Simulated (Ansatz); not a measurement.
# InHCl2O: geometry relaxation

The run: geometry relaxation of InHCl2O. Method and program: RKS PBE0-D4/def2-TZVP (Ansatz 0.2.0).

Figures and captions count atoms from 1; the log counts them from 0 in places.

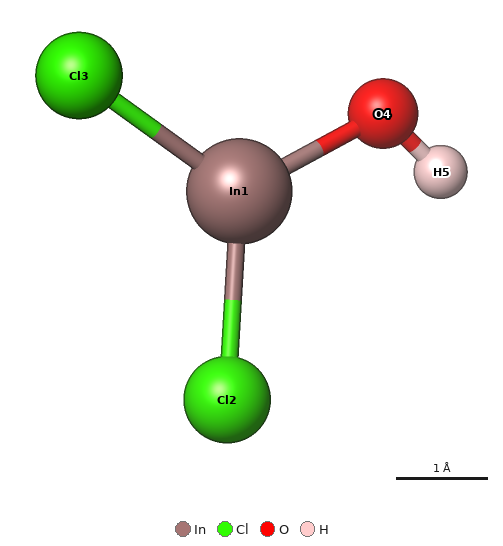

The starting structure (ball-and-stick view, seen at a tilt; atoms are numbered from 1 in the order of the input). Sticks mark near contacts. Bond lengths as drawn: Cl–In 2.29 to 2.31 Å, H–O 0.96 Å and In–O 1.96 Å.

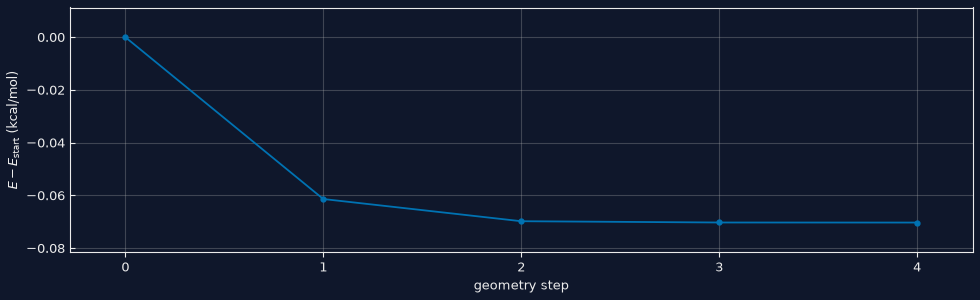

Progress of the relaxation, step by step (the first geometry is step 0 here and step 1 in the log).

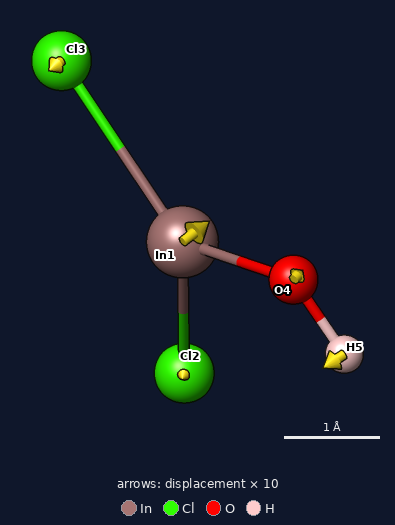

The starting structure with the displacements as yellow arrows, magnified 10 times (ball-and-stick view, seen at a tilt). The two geometries are laid on each other by the best rigid fit. The largest move after the best rigid fit is that of In1, 0.041 Å. By element the largest moves are In 0.041 Å, H 0.030 Å, Cl 0.022 Å, O 0.018 Å. Over 4 geometry steps the energy falls by 0.07 kcal/mol. Largest force component: 0.097 eV/Å at the start, 0.0034 eV/Å at the end. (Atoms are counted from 1 in the order of the input.)

These pictures come from the run below.

The input:
```yaml
crystal:
  periodic: [false, false, false]
  atoms:
    - {symbol: In, position_ang: [-0.453224, 0.645318, -0.222605]}
    - {symbol: Cl, position_ang: [-1.270050, -0.324390, -2.153497]}
    - {symbol: Cl, position_ang: [-1.892443, 1.280226, 1.446728]}
    - {symbol: O, position_ang: [1.464776, 1.034199, -0.060332]}
    - {symbol: H, position_ang: [1.947177, 0.787648, -0.854754]}
basis:
  gaussian: {orbitals: def2-TZVP}
hamiltonian: {xc: pbe0, dispersion: d4}
relax: {f_tol: 0.005, max_steps: 200}
```

Launch command:
```bash
ansatz run in.yaml --threads 4 --pin off --events-out ev --progress --plain --max-ram 9574MiB
```

Output:
```
Functional definition: PBE0
  name "PBE0"
  cite "Adamo & Barone, J. Chem. Phys. 110, 6158 (1999) doi:10.1063/1.478522"
  cite "Perdew, Burke & Ernzerhof, Phys. Rev. Lett. 77, 3865 (1996) doi:10.1103/PhysRevLett.77.3865"
  parent pbe
  parameter a = 0.25
  parameter kappa = 0.804
  parameter beta = 0.06672455060314922
  exchange = (1 - a)*pbe_x(kappa = kappa, mu = beta*pi^2/3) + a*exact_x
  correlation = pbe_c(beta = beta)
1212 factors; their error is unknown
mean field evaluation 1: about -32270.2203 eV, gradient 6.2e1 eV
mean field evaluation 2: about -32222.8603 eV, gradient 1.5e2 eV
mean field evaluation 4: about -32276.7366 eV, gradient 1.1e1 eV
mean field evaluation 8: about -32276.9538 eV, gradient 1.2e-1 eV
mean field evaluation 16: about -32277.0752 eV, gradient 2.2e-4 eV
mean field -32277.07523222 eV, -1186.1606365968 hartree, gradient 6.7e-5 eV, S^2 0.000000; 0 other end points of the search recorded, 0 dependent functions left out
the calculation of the forces begins
reference -32277.07527314 eV, -1186.1606381004 hartree; 32, 32 occupied and 129, 129 virtual orbitals, 1212 factors
relax step   1: F+E_penalty+E_count = -32277.18327006 eV  Δ(F+E_penalty+E_count) = +0.000e0 eV  max|allowed force component| = 9.740e-2 eV/Å  Δτ_max = 0.0000 Å  (28 SCF iters, accepted)
these checks for a lower state are left out or cut short: starts, cluster_reference, orbital_swaps, neighbouring_geometries, increment
1212 factors; their error is unknown
mean field -32277.07778669 eV, -1186.1607304717 hartree, gradient 1.4e-5 eV, S^2 0.000000; 0 other end points of the search recorded, 0 dependent functions left out
the calculation of the forces begins
reference -32277.07782762 eV, -1186.1607319758 hartree; 32, 32 occupied and 129, 129 virtual orbitals, 1212 factors
relax step   2: F+E_penalty+E_count = -32277.18593081 eV  Δ(F+E_penalty+E_count) = -2.661e-3 eV  max|allowed force component| = 4.464e-2 eV/Å  Δτ_max = 0.0272 Å  (32 SCF iters, accepted)
these checks for a lower state are left out or cut short: starts, cluster_reference, orbital_swaps, neighbouring_geometries, increment
1212 factors; their error is unknown
mean field evaluation 32: about -32277.0782 eV, gradient 1.4e-5 eV
mean field -32277.07815106 eV, -1186.1607438620 hartree, gradient 1.4e-5 eV, S^2 0.000000; 0 other end points of the search recorded, 0 dependent functions left out
the calculation of the forces begins
reference -32277.07819198 eV, -1186.1607453660 hartree; 32, 32 occupied and 129, 129 virtual orbitals, 1212 factors
relax step   3: F+E_penalty+E_count = -32277.18629567 eV  Δ(F+E_penalty+E_count) = -3.649e-4 eV  max|allowed force component| = 3.218e-2 eV/Å  Δτ_max = 0.0124 Å  (32 SCF iters, accepted)
these checks for a lower state are left out or cut short: starts, cluster_reference, orbital_swaps, neighbouring_geometries, increment
1212 factors; their error is unknown
mean field -32277.07818447 eV, -1186.1607450900 hartree, gradient 1.3e-5 eV, S^2 0.000000; 0 other end points of the search recorded, 0 dependent functions left out
the calculation of the forces begins
reference -32277.07822540 eV, -1186.1607465939 hartree; 32, 32 occupied and 129, 129 virtual orbitals, 1212 factors
relax step   4: F+E_penalty+E_count = -32277.18631717 eV  Δ(F+E_penalty+E_count) = -2.149e-5 eV  max|allowed force component| = 6.841e-3 eV/Å  Δτ_max = 0.0018 Å  (33 SCF iters, accepted)
these checks for a lower state are left out or cut short: starts, cluster_reference, orbital_swaps, neighbouring_geometries, increment
1212 factors; their error is unknown
mean field -32277.07818182 eV, -1186.1607449925 hartree, gradient 1.3e-5 eV, S^2 0.000000; 0 other end points of the search recorded, 0 dependent functions left out
the calculation of the forces begins
reference -32277.07822274 eV, -1186.1607464965 hartree; 32, 32 occupied and 129, 129 virtual orbitals, 1212 factors
relax step   5: F+E_penalty+E_count = -32277.18631777 eV  Δ(F+E_penalty+E_count) = -6.061e-7 eV  max|allowed force component| = 3.432e-3 eV/Å  Δτ_max = 0.0006 Å  (33 SCF iters, accepted)
1212 factors; their error is unknown
mean field evaluation 64: about -32277.0782 eV, gradient 3.5e-2 eV
mean field -32277.07818182 eV, -1186.1607449925 hartree, gradient 1.3e-5 eV, S^2 0.000000; 1 other end points of the search recorded, 0 dependent functions left out
the calculation of the forces begins
reference -32277.07822274 eV, -1186.1607464965 hartree; 32, 32 occupied and 129, 129 virtual orbitals, 1212 factors
Total energy: -32277.18635870 eV, -1186.1647204194 hartree
Atom 0 at    -0.460370     0.682472    -0.239461 Å, force    -0.001625    -0.000293     0.000223 eV/Å
Atom 1 at    -1.262810    -0.330665    -2.150278 Å, force     0.000105     0.000002    -0.000123 eV/Å
Atom 2 at    -1.886225     1.262207     1.456709 Å, force     0.000538    -0.000054    -0.000407 eV/Å
Atom 3 at     1.457872     1.049181    -0.067955 Å, force     0.003432    -0.000755    -0.002773 eV/Å
Atom 4 at     1.947769     0.759806    -0.843474 Å, force    -0.002449     0.001099     0.003081 eV/Å
Dipole moment:     0.221806    -0.054196    -0.186938 e Å
```

Trajectory as extended XYZ (Å, eV, eV/Å), 5 frames, from step=1 to step=5:
```
5
Properties=species:S:1:pos:R:3:forces:R:3 step=1 energy=-32277.18327
In   -0.4532    0.6453   -0.2226    0.0037   0.0974  -0.0410
Cl   -1.2700   -0.3244   -2.1535    0.0244  -0.0069   0.0479
Cl   -1.8924    1.2802    1.4467    0.0382  -0.0453  -0.0168
O     1.4648    1.0342   -0.0603   -0.0723  -0.0227   0.0158
H     1.9472    0.7876   -0.8548    0.0060  -0.0225  -0.0059
5
Properties=species:S:1:pos:R:3:forces:R:3 step=2 energy=-32277.18593
In   -0.4575    0.6698   -0.2337   -0.0064   0.0379  -0.0115
Cl   -1.2649   -0.3269   -2.1508    0.0029  -0.0126   0.0013
Cl   -1.8876    1.2664    1.4531    0.0025  -0.0109   0.0068
O     1.4586    1.0509   -0.0676    0.0249  -0.0299  -0.0413
H     1.9477    0.7629   -0.8454   -0.0239   0.0155   0.0446
5
Properties=species:S:1:pos:R:3:forces:R:3 step=3 energy=-32277.18630
In   -0.4599    0.6810   -0.2386   -0.0041   0.0050   0.0012
Cl   -1.2625   -0.3300   -2.1500   -0.0011  -0.0035  -0.0039
Cl   -1.8865    1.2627    1.4560   -0.0010  -0.0007   0.0027
O     1.4580    1.0491   -0.0674    0.0239  -0.0126  -0.0321
H     1.9472    0.7602   -0.8445   -0.0176   0.0118   0.0322
5
Properties=species:S:1:pos:R:3:forces:R:3 step=4 energy=-32277.18632
In   -0.4604    0.6826   -0.2393   -0.0004   0.0001   0.0009
Cl   -1.2624   -0.3306   -2.1503    0.0000   0.0000  -0.0002
Cl   -1.8863    1.2622    1.4568    0.0004   0.0000  -0.0003
O     1.4580    1.0494   -0.0679    0.0032  -0.0028  -0.0068
H     1.9473    0.7595   -0.8437   -0.0031   0.0027   0.0065
5
Properties=species:S:1:pos:R:3:forces:R:3 step=5 energy=-32277.18632
In   -0.4604    0.6825   -0.2395   -0.0016  -0.0003   0.0002
Cl   -1.2628   -0.3307   -2.1503    0.0001   0.0000  -0.0001
Cl   -1.8862    1.2622    1.4567    0.0005  -0.0001  -0.0004
O     1.4579    1.0492   -0.0680    0.0034  -0.0008  -0.0028
H     1.9478    0.7598   -0.8435   -0.0024   0.0011   0.0031
```

Key numbers:

| quantity | value |
| --- | --- |
| outcome | converged |
| total energy | −32277.1864 eV |
| mean-field energy | −32277.0782 eV |
| dispersion energy | −0.1081 eV |
| SCF solution under orbital rotations | stable |
| largest force (length of the vector) at the end | 0.004 eV/Å |
| dipole moment | 1.42 D |
| hardware | 4 threads of Arm Neoverse V2, 23 GiB of memory available, shared host |
| wall time | 13 s (CPU time 46 s) |
| peak memory | 0.46 GiB |
